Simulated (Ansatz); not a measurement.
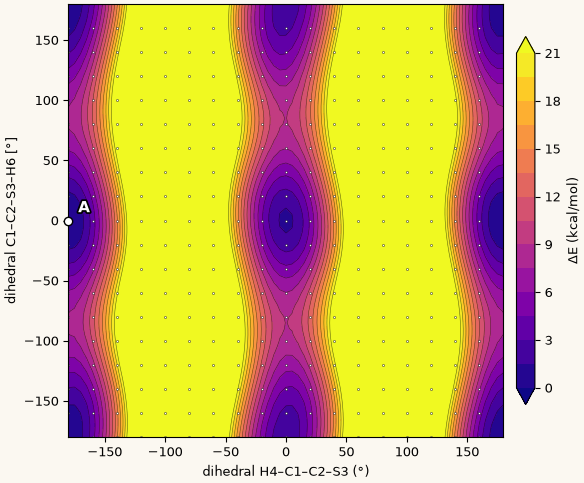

C₂H₃S, SMILES C=[C-]S, charge −1. 
- Coordinates scanned: (1) dihedral H4–C1–C2–S3; (2) dihedral C1–C2–S3–H6.
- Nothing is relaxed (all other coordinates rigid).
- The scan uses an 18 × 18 grid; 164 points were computed and 160 follow by symmetry.
- Points are written as (first, second).
- All energies are given in kcal/mol relative to the lowest grid point.
- The dihedral twists a double bond; near 90° a spin-restricted reference is unreliable.
- The calculation used Ansatz, RKS PBE0-D4/def2-SVPD.

The picture shows filled contours, dots at the grid points, one colour for all values above the top of the scale, the well A. Between grid points the surface is interpolated.

Estimate the position of the minimum and the force constants in these coordinates. Take the well at A.

Answer. The interpolated minimum is at dihedral H4–C1–C2–S3 ≈ −180°, dihedral C1–C2–S3–H6 ≈ 0°. The curvatures there are about 2.5 eV/rad² and 0.82 eV/rad², with a cross term of about 0.09 eV/rad². Round the minimum the two coordinates are weakly coupled (coupling 0.06 in units of the two stiffnesses). (1 eV is 23.1 kcal/mol.)
